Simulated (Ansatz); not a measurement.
Base system: GaAs in the zinc blende structure (space group F-43m, No. 216; a = 5.667 Å).

Perturbation: P replaces 75.0 % of the As, ordered in a cell of 8 atoms (starting symmetry P-4m2) and fully relaxed.

All numbers come from Ansatz (a quantum-chemistry and plane-wave program) r2SCAN, without spin-orbit coupling.

The zone is the changed cell's own and can be folded.

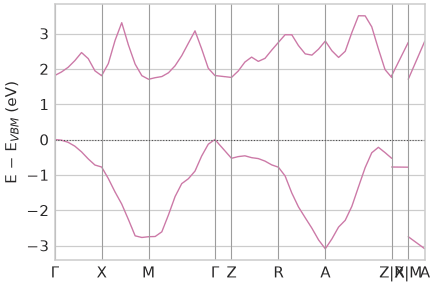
*Highest valence and lowest conduction band along the path of the changed cell's own zone*

The gap is 1.70 eV, indirect, Γ → M; the base has 0.96 eV.

Each cell is one ordered arrangement of few atoms, which overstates ordering effects compared with a random alloy. Whether these cells are dynamically stable was not tested. Labels are those of the standard path for the cell's own space group.
